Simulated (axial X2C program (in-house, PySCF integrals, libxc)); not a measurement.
**Run report: OsMg, relativistic diatomic calculation**

OsMg, single determinant with Ω = 2. Level asked for: PBE0, two-component X2C with atomic mean-field Coulomb and Gaunt terms, Os dyall-cv3z, Mg dyall-cv3z (cores contracted) (axial X2C program (in-house, PySCF integrals, libxc)).

**Input**
```
{"zs": [76, 12], "q": 0, "bas": ["dyall-cv3z", "dyall-cv3z"], "levels": ["PBE0", "HF", "B3LYP"], "cc": true, "r0": 2.68, "thr": -2.0, "nmax": 90, "npts": 10, "nst": 2, "ntry": 6}
```

The line is the task of a batch: nuclear charges, charge, bases, the levels to run, a first guess of the distance and further settings. This report covers PBE0 with spin-orbit coupling. The log is that of the reference distance 2.537 Å, started from orbitals converged before.

Hardware: 1 thread of Intel Xeon @ 2.60GHz (Ice Lake), 24 GiB of memory available, shared host.

The run was one of a batch that the task file lists, launched with:
```bash
python <driver script> task.json out
```

**Output**
```
two-component X2C + atomic mean field  PBE0
basis functions 262  fitting functions 1189  grid points 5080
iter        total energy     max residual
   1     -17455.691013852     7.64e-05
   2     -17455.691013871     3.00e-05
   3     -17455.691013897     4.07e-05
   4     -17455.691013901     9.03e-06
converged
one-electron -24312.30056649  Coulomb 7042.85151579  exact exchange -88.83451659  xc functional -272.21619061  nuclear repulsion 190.22846526  atomic mean-field constant -15.41972126
```

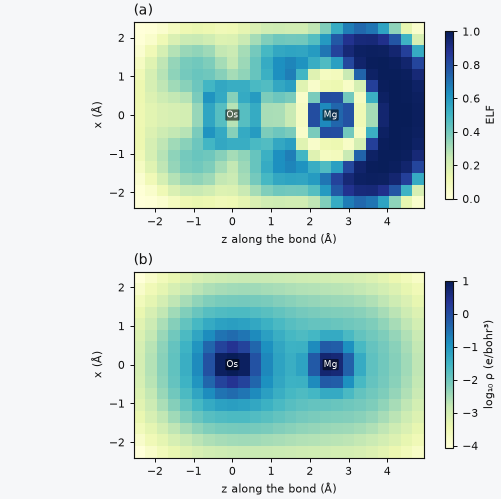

Fig. 1: (a) electron localisation function; (b) electron density on a logarithmic scale, in a plane that holds the axis, at 2.54 Å, on points 0.3 Å apart (one half computed, the other mirrored); the structure near the nuclei is finer than these points.

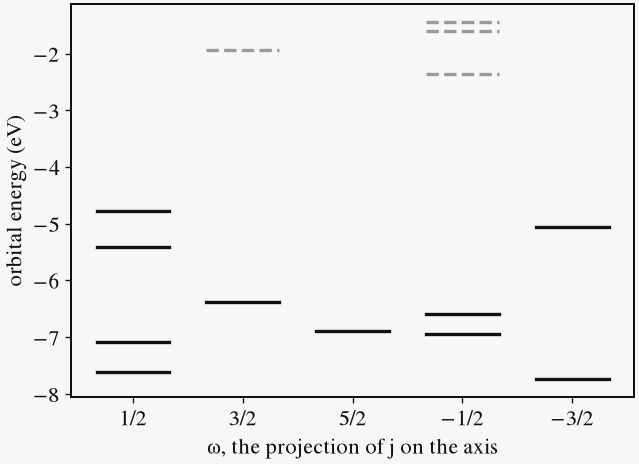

Fig. 2: Orbital energies near the frontier at 2.54 Å, filled (solid) and empty (dashed). The highest filled spinor (1/2; 31 % Mg p, 31 % Mg s) lies at −4.78 eV, the lowest empty one (−1/2; 28 % Mg p, 25 % Os s) at −2.36 eV.

**What the run reported**

| quantity | value |
| --- | --- |
| outcome | not converged in a step after the SCF shown |
| wall time | 14 s |
| peak memory | 0.67 GiB |

**Diagnosis**

The SCF whose log is shown converged, but a later step did not. The run therefore gave no full result.
